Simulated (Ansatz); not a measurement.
Partial pair distribution functions of a relaxed model of amorphous In$_{9}$Ga$_{9}$Zn$_{9}$O$_{41}$Ta$_{2}$, broadened by 0.06 Å; density 6.14 g/cm³. The numbers are results of PBE, scalar-relativistic without spin-orbit coupling (plane waves to 420 eV, PAW; Ansatz, an electronic-structure program), not measurements.

It comes from a melt-quench run on a machine-learned potential (CHGNet), relaxed afterwards by DFT. O atoms were pushed apart under 1.9 Å during the dynamics, to hinder bonds among them. The hot cell started wider than the set density and was brought back towards it in steps. It is the lowest in DFT energy of 2 quenches. It is a model cell: composition and starting density were chosen by hand, and all elements were melted together. No dispersion term was used. Its density started from a set value of 6.12 and ended at 6.14 g/cm³. Cooling (nominally 260 K/ps over its main leg) ran many orders faster than in experiment, which tends to leave more defects and strain. A cell of this size samples the disorder only roughly. Volume and shape were free in the relaxation.

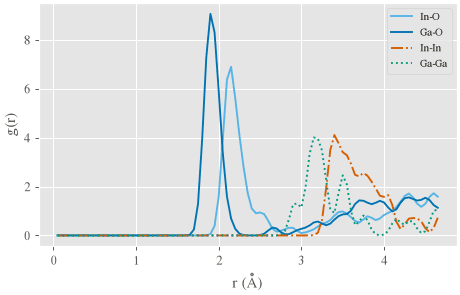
Partial pair distribution functions

Highest peaks under 4.5 Å: In-O near 2.15 Å, Ga-O near 1.90 Å, In-In near 3.40 Å, Ga-Ga near 3.15 Å; pairs of few atoms are noisy.

Within 2.70 Å each In has 5.44 O neighbours on average.
